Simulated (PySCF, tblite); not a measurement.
**C2H8FPSi2: geometry, infrared bands and NMR shifts**

Wanted: the infrared bands and NMR shifts of C2H8FPSi2 (`F/C([SiH3])=C/[SiH2]P`), by calculation.

The runs use tblite 0.8.0 and PySCF 2.14.0, with density-fitted response routines of our own; the level of theory stands in each step. All values are computed, except where a source is named. Atoms are numbered from 0 throughout.

**1. Starting geometry**

14 atoms, charge 0, multiplicity 1; geometry from: force field or distance geometry start.

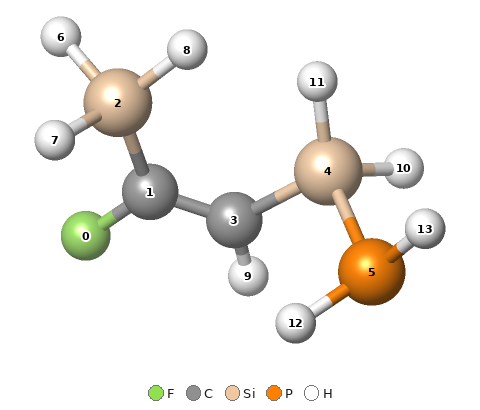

The starting geometry (fluorine green, carbon grey, silicon light orange, phosphorus orange, hydrogen white), atoms numbered.

**2. Optimising the geometry with GFN2-xTB**

What the job is given:

```
{"job": {"kind": "relax", "xc": "GFN2-xTB", "basis": "xTB"}, "charge": 0, "multiplicity": 1}
F     -1.629700    -1.810100    -1.599900
C     -1.086500    -0.801600    -0.857000
Si    -1.970200    -0.166800     0.575300
C      0.100700    -0.365700    -1.233600
Si     0.990100     0.943000    -0.345100
P      2.679600    -0.008900     0.718700
H     -3.363600     0.181400     0.130700
H     -2.169300    -1.273900     1.532400
H     -1.471000     1.005500     1.230300
H      0.586100    -0.820300    -2.105100
H      1.624700     1.755100    -1.432300
H      0.215500     1.839200     0.461600
H      2.333200    -1.340000     1.158400
H      3.159700     0.862800     1.743500
```

Command:

```bash
$ OMP_NUM_THREADS=1 python probes_run.py task.json out
```

One launch serves the whole session: the jobs run in the order shown.

Log:

```text
step      E/eV     max force
  0    -516.60491    3.510
  1    -516.88922    1.479
  2    -517.08307    1.377
  3    -517.26306    1.424
  4    -517.42892    1.302
  5    -517.50631    0.683
  6    -517.54774    0.446
  7    -517.56777    0.482
  8    -517.58904    0.532
  9    -517.60738    0.377
 10    -517.62028    0.284
 11    -517.63445    0.352
 12    -517.65240    0.335
 13    -517.66830    0.330
 14    -517.67766    0.251
 15    -517.68148    0.125
 16    -517.68329    0.115
 17    -517.68550    0.135
 18    -517.68835    0.203
 19    -517.69087    0.179
 20    -517.69225    0.083
 21    -517.69282    0.070
 22    -517.69324    0.072
 23    -517.69381    0.087
 24    -517.69462    0.097
 25    -517.69566    0.088
 26    -517.69669    0.083
 27    -517.69740    0.058
 28    -517.69779    0.057
 29    -517.69809    0.059
 30    -517.69849    0.064
 31    -517.69899    0.060
 32    -517.69942    0.050
 33    -517.69966    0.038
 34    -517.69977    0.023
 35    -517.69987    0.029
 36    -517.70004    0.036
 37    -517.70028    0.056
 38    -517.70054    0.052
 39    -517.70073    0.043
 40    -517.70088    0.035
 41    -517.70104    0.041
 42    -517.70120    0.039
 43    -517.70135    0.030
 44    -517.70146    0.031
 45    -517.70158    0.029
 46    -517.70174    0.047
 47    -517.70196    0.051
 48    -517.70218    0.033
 49    -517.70236    0.037
 50    -517.70257    0.051
 51    -517.70297    0.093
 52    -517.70368    0.134
 53    -517.70461    0.130
 54    -517.70547    0.065
 55    -517.70601    0.111
 56    -517.70626    0.116
 57    -517.70678    0.088
 58    -517.70758    0.126
 59    -517.70832    0.099
 60    -517.70957    0.088
 61    -517.71028    0.046
 62    -517.70966    0.181
 63    -517.71064    0.030
 64    -517.71076    0.030
 65    -517.71101    0.063
 66    -517.71122    0.043
 67    -517.71159    0.039
 68    -517.71181    0.040
 69    -517.71199    0.032
 70    -517.71222    0.030
 71    -517.71252    0.044
 72    -517.71277    0.047
 73    -517.71295    0.035
 74    -517.71314    0.040
 75    -517.71343    0.038
 76    -517.71388    0.045
 77    -517.71417    0.049
 78    -517.71441    0.034
 79    -517.71467    0.033
 80    -517.71491    0.040
 81    -517.71512    0.050
 82    -517.71535    0.064
 83    -517.71576    0.060
 84    -517.71613    0.032
 85    -517.71637    0.028
 86    -517.71650    0.021
 87    -517.71660    0.021
 88    -517.71674    0.023
 89    -517.71692    0.023
 90    -517.71707    0.022
 91    -517.71714    0.017
 92    -517.71718    0.018
 93    -517.71724    0.019
 94    -517.71734    0.020
 95    -517.71747    0.021
 96    -517.71759    0.023
 97    -517.71765    0.014
 98    -517.71769    0.014
 99    -517.71775    0.014
100    -517.71780    0.017
101    -517.71785    0.021
102    -517.71792    0.020
103    -517.71803    0.023
104    -517.71822    0.032
105    -517.71846    0.032
106    -517.71864    0.030
107    -517.71875    0.031
108    -517.71883    0.031
109    -517.71900    0.033
110    -517.71942    0.043
111    -517.72036    0.070
112    -517.72152    0.115
113    -517.72277    0.099
114    -517.72160    0.275
115    -517.72488    0.051
116    -517.72543    0.047
117    -517.72575    0.050
118    -517.72601    0.051
119    -517.72661    0.051
120    -517.72752    0.066
121    -517.72869    0.066
122    -517.72967    0.048
123    -517.73016    0.047
124    -517.73036    0.039
125    -517.73050    0.037
126    -517.73068    0.033
127    -517.73086    0.025
128    -517.73096    0.024
129    -517.73103    0.022
130    -517.73111    0.026
131    -517.73121    0.035
132    -517.73135    0.032
133    -517.73149    0.026
134    -517.73161    0.022
135    -517.73170    0.024
136    -517.73177    0.022
137    -517.73183    0.021
138    -517.73189    0.021
139    -517.73196    0.023
140    -517.73202    0.025
141    -517.73209    0.023
142    -517.73216    0.021
143    -517.73223    0.016
144    -517.73230    0.017
145    -517.73235    0.014
146    -517.73240    0.018
147    -517.73244    0.020
148    -517.73252    0.025
149    -517.73264    0.030
150    -517.73279    0.028
151    -517.73291    0.025
152    -517.73298    0.028
153    -517.73305    0.030
154    -517.73313    0.020
155    -517.73324    0.013
156    -517.73331    0.019
157    -517.73337    0.019
158    -517.73341    0.014
159    -517.73345    0.009
```

It took 1.8 s on 1 thread of Arm Neoverse N1, shared host; peak memory 0.18 GiB.

Along the way: (not every step is listed)

```csv
step,energy from step 0 (eV),largest force (eV/Å)
0,0.0000,3.5101
1,-0.2843,1.4788
2,-0.4782,1.3766
3,-0.6581,1.4242
4,-0.8240,1.3019
5,-0.9014,0.6830
6,-0.9428,0.4463
7,-0.9629,0.4821
8,-0.9841,0.5323
22,-1.0883,0.0721
36,-1.0951,0.0365
50,-1.0977,0.0506
64,-1.1059,0.0296
78,-1.1095,0.0344
92,-1.1123,0.0185
106,-1.1137,0.0304
120,-1.1226,0.0662
134,-1.1267,0.0221
148,-1.1276,0.0253
154,-1.1282,0.0201
155,-1.1283,0.0134
156,-1.1284,0.0192
157,-1.1285,0.0192
158,-1.1285,0.0144
159,-1.1285,0.0095
```

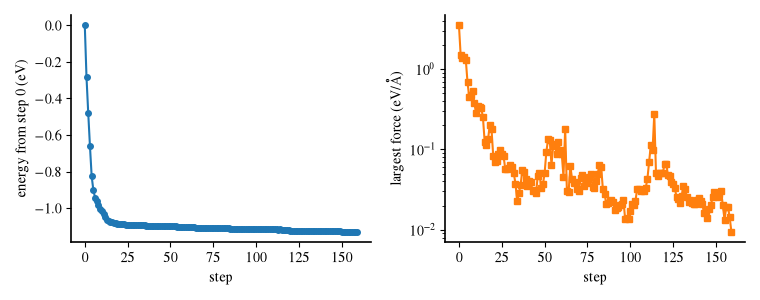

Energy and largest force along the relaxation.

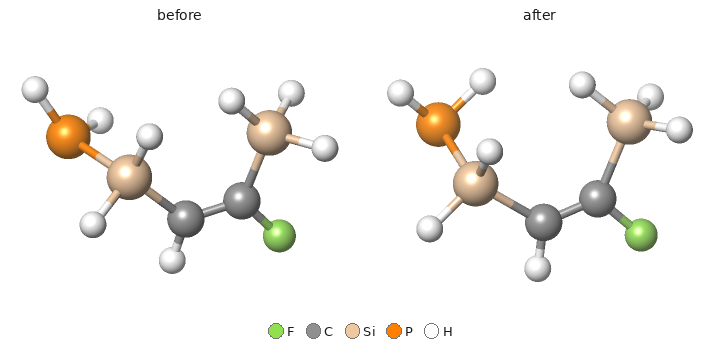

Before and after, at one scale.

Distances of close pairs at the start and the end, largest changes first:

```csv
bond,before (Å),after (Å),change (Å)
C1–Si2,1.799,1.894,+0.096
C3–Si4,1.815,1.877,+0.062
P5–H12,1.444,1.385,-0.059
P5–H13,1.428,1.385,-0.044
Si2–H6,1.503,1.463,-0.041
Si4–H11,1.433,1.469,+0.036
Si4–P5,2.212,2.247,+0.035
Si4–H10,1.498,1.468,-0.030
```

The final coordinates are the input of the step that follows.

**3. Vibrational analysis with GFN2-xTB**

What the job is given:

```
{"job": {"kind": "ir", "xc": "GFN2-xTB", "basis": "xTB"}, "charge": 0, "multiplicity": 1}
F     -1.807030    -1.543989    -1.699035
C     -1.076965    -0.697074    -0.908228
Si    -1.950022    -0.436466     0.752599
C      0.058569    -0.227505    -1.410215
Si     1.265845     0.932073    -0.561218
P      2.464898    -0.266446     0.913315
H     -3.277239     0.105718     0.463095
H     -2.058028    -1.743831     1.400825
H     -1.158202     0.492827     1.558350
H      0.327942    -0.555101    -2.408412
H      2.215145     1.432590    -1.562543
H      0.564256     2.076290     0.036159
H      1.442270    -0.406580     1.836584
H      2.987883     0.837021     1.566558
```

Log:

```text
mode    cm-1     km/mol
  1      14.5      0.57
  2      62.5      0.88
  3      80.9      2.35
  4      89.4      7.12
  5     147.4      0.44
  6     224.8      1.66
  7     267.6      4.90
  8     326.4      2.35
  9     368.2     11.41
 10     423.8     58.54
 11     480.5     20.84
 12     533.9      3.03
 13     552.0    103.14
 14     568.7     46.48
 15     604.7     67.73
 16     640.3    209.64
 17     688.3     19.75
 18     714.9    133.30
 19     764.2    206.52
 20     768.5    229.70
 21     775.6    244.93
 22     797.5    214.14
 23     836.0    118.53
 24     845.4     40.22
 25    1033.2    144.46
 26    1142.3     11.24
 27    1250.9     26.54
 28    1637.7     67.19
 29    2195.1    241.39
 30    2218.2    181.49
 31    2270.5    176.09
 32    2274.2    327.86
 33    2280.2    326.92
 34    2291.2    155.70
 35    2374.1    159.30
 36    3024.7     19.89
```

Wall time 0.82 s (1 thread of Arm Neoverse N1, shared host); peak memory 0.18 GiB.

The strongest bands and the atoms that carry them (share of the mass-weighted mode):

```csv
cm⁻¹,km/mol,atoms
640,209.6,"H10 27 %, H13 25 %, H11 22 %, H12 11 %"
764,206.5,"H8 57 %, H7 24 %, H6 11 %"
768,229.7,"H6 22 %, H8 21 %, H10 20 %, H11 20 %"
776,244.9,"H6 47 %, H7 46 %"
798,214.1,"H11 27 %, H10 26 %, H8 17 %, H7 10 %"
2195,241.4,H11 93 %
2274,327.9,H7 81 %
2280,326.9,H6 87 %
```

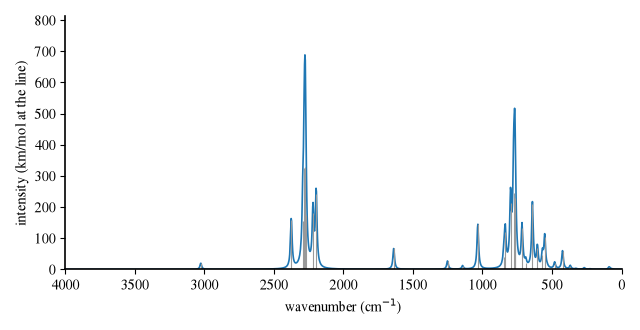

The infrared spectrum from these modes, unscaled. Lines are broadened to a width of 14 cm⁻¹ (Lorentzian).

**4. Shielding tensors: PBE0/pcSseg-1**

The job, as its differences from that of step 3:

```diff
@@ -1,2 +1,2 @@
-{"job": {"kind": "ir", "xc": "GFN2-xTB", "basis": "xTB"}, "charge": 0, "multiplicity": 1}
+{"job": {"kind": "nmr", "xc": "PBE0", "basis": "pcSseg-1"}, "charge": 0, "multiplicity": 1}
 F     -1.807030    -1.543989    -1.699035
```

Method: GIAO PBE0/pcSseg-1 NMR shielding, non-relativistic, gas phase.

Log:

```text
coarse grid: 13096 points
cycle   1  E = -1100.4611652450  dE =  3.253e-01  |g| = 4.781e-01  |ddm| = 3.371e+00
cycle   2  E = -1100.4255990573  dE =  3.557e-02  |g| = 6.613e-01  |ddm| = 8.095e-01
cycle   3  E = -1100.5048147795  dE = -7.922e-02  |g| = 7.116e-02  |ddm| = 4.785e-01
cycle   4  E = -1100.5057737879  dE = -9.590e-04  |g| = 3.579e-02  |ddm| = 9.931e-02
cycle   5  E = -1100.5060898884  dE = -3.161e-04  |g| = 9.451e-03  |ddm| = 3.868e-02
cycle   6  E = -1100.5061036699  dE = -1.378e-05  |g| = 4.376e-03  |ddm| = 1.076e-02
cycle   7  E = -1100.5061081072  dE = -4.437e-06  |g| = 4.752e-04  |ddm| = 4.072e-03
final grid: 112776 points
cycle   8  E = -1100.5466947404  dE = -2.013e-05  |g| = 5.680e-03  |ddm| = 2.199e-02
cycle   9  E = -1100.5466877756  dE =  6.965e-06  |g| = 8.220e-03  |ddm| = 1.224e-02
cycle  10  E = -1100.5467023739  dE = -1.460e-05  |g| = 8.623e-04  |ddm| = 6.782e-03
cycle  11  E = -1100.5467024919  dE = -1.180e-07  |g| = 2.457e-04  |ddm| = 9.232e-04
cycle  12  E = -1100.5467025024  dE = -1.051e-08  |g| = 8.630e-05  |ddm| = 2.657e-04
cycle  13  E = -1100.5467025040  dE = -1.619e-09  |g| = 3.386e-05  |ddm| = 9.836e-05
cycle  14  E = -1100.5467025043  dE = -2.947e-10  |g| = 3.716e-06  |ddm| = 3.180e-05
converged SCF energy = -1100.5467025043

GIAO shielding tensors (ppm)
atom      isotropic    diamagn.    paramagn.     s11        s22        s33       span
  0 F      207.729     474.603    -266.874     62.001    235.658    325.528    263.528
  1 C        1.884     255.626    -253.742   -112.957     53.432     65.177    178.134
  2 Si     436.389     880.602    -444.214    425.143    427.735    456.288     31.145
  3 C       67.499     262.284    -194.785    -42.126     82.048    162.576    204.702
  4 Si     408.426     881.240    -472.814    387.565    405.029    432.685     45.120
  5 P      617.664     967.681    -350.017    541.160    606.862    704.971    163.811
  6 H       27.539      28.578      -1.039     24.429     25.369     32.817      8.388
  7 H       27.552      29.036      -1.484     24.976     25.262     32.420      7.444
  8 H       27.471      30.712      -3.240     23.541     28.073     30.800      7.259
  9 H       25.359      30.496      -5.137     23.294     24.918     27.866      4.572
 10 H       27.201      29.225      -2.024     23.780     25.082     32.741      8.961
 11 H       26.679      30.305      -3.626     23.387     25.136     31.513      8.127
 12 H       30.622      31.914      -1.292     25.022     28.740     38.104     13.081
 13 H       30.557      29.916       0.641     25.499     26.675     39.495     13.996
```

Wall time 35 s (1 thread of Arm Neoverse N1, shared host); peak memory 0.74 GiB.

The references, computed at this level on geometries of the same kind, shield at (ppm): 1H TMS 31.72, 13C TMS 186.9, 29Si TMS 349.2, 19F CFCl3 170.9, 31P H3PO4 318.4. Their shielding less the atom's gives the shift. The references are single molecules in the gas phase, so shifts against H2O, NH3, PH3, H3PO4 or CFCl3 are not on the usual liquid scales and can be off by tens of ppm. Atoms listed in one row are averaged.

```csv
atoms,environment,σ (ppm),δ (ppm),δ scaled to CDCl3
C1,fully substituted alkene carbon,1.9,185.0,178.7
C3,alkene CH,67.5,119.4,114.6
H9,hydrogen on an alkene CH,25.36,6.36,6.10
"H10, H11","hydrogen on a silicon bonded to C, P",26.94,4.78,–
"H6, H7, H8",hydrogen on a silicon bonded to C,27.52,4.20,–
"H12, H13",hydrogen on a phosphorus bonded to Si,30.59,1.13,–
F0,vinylic fluorine,207.7,-36.8,–
Si4,"silicon bonded to C, P, 2 H",408.4,-59.3,–
Si2,"silicon bonded to C, 3 H",436.4,-87.2,–
P5,"phosphorus bonded to Si, 2 H",617.7,-299.3,–
```

The scaled column applies a straight-line fit of computed shieldings to shifts measured in CDCl3, and one for carbons that bear F (root-mean-square error 0.16 ppm for H, 1.9 ppm for C).

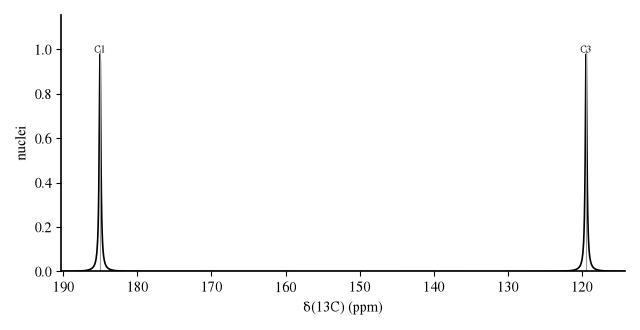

13C lines at the computed shifts, without couplings. Lines are broadened to a width of 0.26 ppm (Lorentzian).

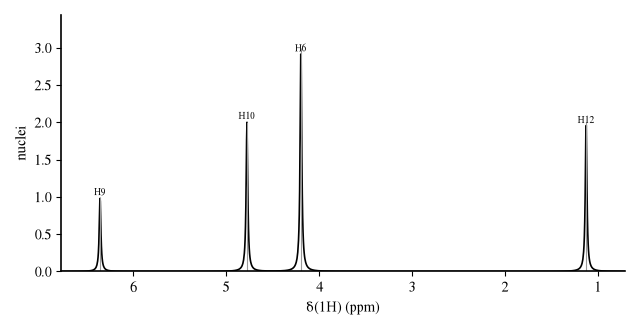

1H lines at the computed shifts, without couplings. Lines are broadened to a width of 0.02 ppm (Lorentzian).

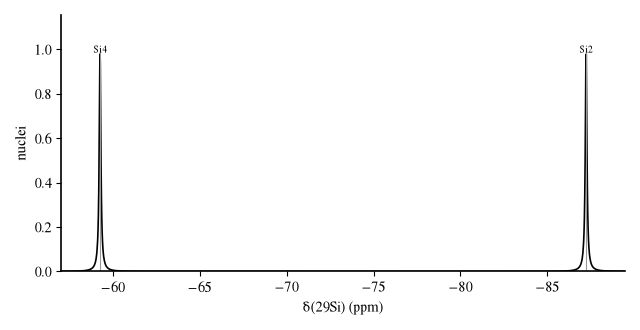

29Si lines at the computed shifts, without couplings. Lines are broadened to a width of 0.11 ppm (Lorentzian).

Charges from the same density, by scheme (e):

```csv
atoms,Mulliken,IAO,Hirshfeld,ESP fit
F0,-0.29,-0.28,-0.10,-0.21
C1,0.02,0.05,0.00,0.20
Si2,0.51,0.59,0.32,0.43
C3,-0.43,-0.47,-0.17,-0.48
Si4,0.44,0.58,0.28,0.44
P5,-0.20,-0.10,-0.02,-0.35
```

IAO charges:

F0 -0.28; C1 0.05; Si2 0.59; C3 -0.47; Si4 0.58; P5 -0.10; H6 -0.10; H7 -0.10; H8 -0.11; H9 0.18; H10 -0.10; H11 -0.12; H12 -0.01; H13 0.00

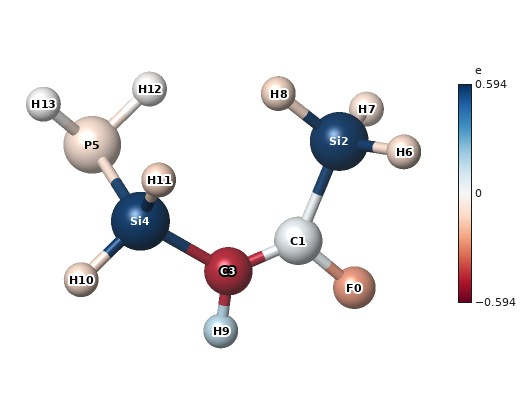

IAO charges, as colours on the atoms.

Mayer bond orders: F0–C1 0.88, C1–Si2 0.88, C1–C3 1.86, C3–Si4 0.88, Si4–P5 1.01.

**5. What came out**

```
                                                              quantity                       value
                             strongest single infrared mode (GFN2-xTB)       2274 cm⁻¹, 328 km/mol
                                          zero-point energy (GFN2-xTB)               50.8 kcal/mol
                                13C shifts against TMS (PBE0/pcSseg-1)            185.0, 119.4 ppm
1H shifts against TMS (PBE0/pcSseg-1, means over atoms taken as alike)  6.36, 4.78, 4.20, 1.13 ppm
                              19F shifts against CFCl3 (PBE0/pcSseg-1)                   -36.8 ppm
                               29Si shifts against TMS (PBE0/pcSseg-1)            -59.3, -87.2 ppm
                              31P shifts against H3PO4 (PBE0/pcSseg-1)                  -299.3 ppm
```

**Reading.** Over 159 steps the energy fell by 1.129 eV; of the close pairs, C1–Si2 changed most, 1.799 to 1.894 Å. No mode is imaginary among the 36: a minimum at this level. Unscaled tight-binding wavenumbers are off by several per cent, some by more. Its intensities can rank the bands wrongly. The most deshielded hydrogen is H9 (hydrogen on an alkene CH), at 6.36 ppm: olefinic region. At PBE0/pcSseg-1: The widest tensor belongs to F0: span 264 ppm, with a paramagnetic part of -267 ppm.
